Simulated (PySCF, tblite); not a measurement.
**C₃H₉O₂Si radical: geometry, infrared bands and EPR parameters**

Wanted: the infrared bands and EPR parameters of C₃H₉O₂Si radical (`C[CH][Si@H](O)OC`), by calculation.

Computed with tblite 0.8.0 and PySCF 2.14.0, with density-fitted response routines of our own, on a single molecule in the gas phase. Atoms are numbered from 0 throughout.

**1. Starting geometry**

15 atoms, charge 0, multiplicity 2; geometry from: force field or distance geometry start.

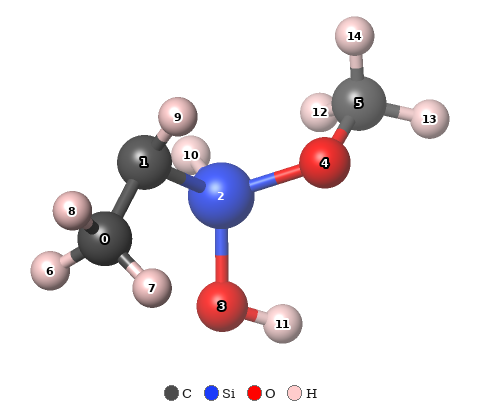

The starting geometry (carbon dark grey, silicon blue, oxygen red, hydrogen pink), atoms numbered; sticks join atoms by distance.

**2. Relaxing the molecule with GFN2-xTB**

Job settings and geometry (Å):

```
{"job": {"kind": "relax", "xc": "GFN2-xTB", "basis": "xTB"}, "charge": 0, "multiplicity": 2}
C     -2.544300     0.097800     0.146800
C     -1.296800     0.692300    -0.430800
Si     0.197100    -0.422000    -0.272000
O     -0.238800    -1.917500     0.392000
O      1.318700     0.320200     0.783200
C      2.539500     0.577300     0.138000
H     -3.016000    -0.667800    -0.513900
H     -2.444200    -0.287900     1.172100
H     -3.295500     0.930300     0.188100
H     -1.077100     1.685500     0.007200
H      0.761900    -0.640400    -1.622700
H      0.532100    -2.243800     0.940900
H      2.564200    -0.085200    -0.749100
H      3.405800     0.315300     0.808200
H      2.588900     1.653900    -0.118400
```

Started as:

```bash
$ OMP_NUM_THREADS=1 python probes_run.py task.json out
```

This one command runs all jobs of the session in turn.

**Question.** This job is followed by: GFN2-xTB harmonic vibrations, gas phase; UKS B3LYP, pcH-1 on C H O Si, non-relativistic, mean-field spin-orbit, GIAO. What will the session give for the following? strongest single infrared mode (GFN2-xTB); zero-point energy (GFN2-xTB); g(iso) (B3LYP); ⟨S²⟩; largest a(iso) (averaged by class); potential on the surface of density 0.002 e/bohr³, 1st and 99th percentile.

As calculated:

```
                                                                  quantity                 value
                                 strongest single infrared mode (GFN2-xTB)  854 cm⁻¹, 400 km/mol
                                              zero-point energy (GFN2-xTB)         71.7 kcal/mol
                                                            g(iso) (B3LYP)               2.00256
                                                                      ⟨S²⟩    0.753 (exact 0.75)
                                        largest a(iso) (averaged by class)   13C on C1, 86.0 MHz
potential on the surface of density 0.002 e/bohr³, 1st and 99th percentile    -1.41 V and 1.88 V
```

In words: The optimisation took 152 steps and gained 1.070 eV; among the close pairs (by a distance rule), Si2–O4 changed most, from 1.709 to 1.634 Å. No mode is imaginary among the 39: a minimum at this level. The strongest single mode, at 854 cm⁻¹, is carried by H11, Si2, O3. GFN2-xTB is a fitted tight-binding method: band positions and strengths are rough. Its intensities can rank the bands wrongly. C1 carries the largest spin population, 1.00 e. The isotropic g lies 0.2 ppt above the free-electron value. These values are for one conformer; the search (at its own cheap level) found 2 more, at 1.20, 1.95 kcal/mol, and measured spectra average over such forms.
